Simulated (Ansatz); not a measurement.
# Response to strain in NiSi

Start from NiSi (space group Pnma, No. 62; a = 5.190 Å, b = 3.350 Å, c = 5.624 Å; non-magnetic). Axes: x, y, z lie along a, b, c of the conventional cell.

Strains are applied to the cell and any free atomic positions relax; under biaxial strain the out-of-plane vector relaxes too.

Computed with Ansatz (a quantum-chemistry and plane-wave program) PBE, without spin-orbit coupling, earlier PAW set.

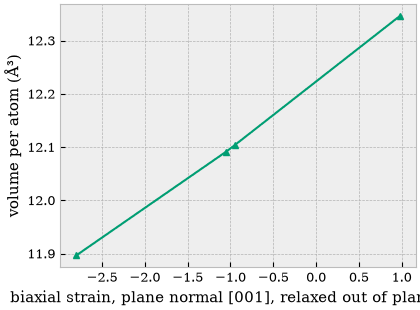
Volume per atom against biaxial strain, plane normal [001], relaxed out of plane

```json
[
 {"biaxial strain, plane normal [001], relaxed out of plane (%)": "-2.8", "volume per atom": "11.90 Å³"},
 {"biaxial strain, plane normal [001], relaxed out of plane (%)": "-1.05", "volume per atom": "12.09 Å³"},
 {"biaxial strain, plane normal [001], relaxed out of plane (%)": "-0.95", "volume per atom": "12.10 Å³"},
 {"biaxial strain, plane normal [001], relaxed out of plane (%)": "0.98", "volume per atom": "12.35 Å³"}
]
```

Without a gap, meshes like the base's 9×14×8 leave anisotropic stresses uncertain by several tenths of a GPa, and small strain energies with them. Stability against distortions was not tested. Starting moments died away, wholly or in part, for the base; another magnetic solution may exist. All final runs are without spin polarisation.
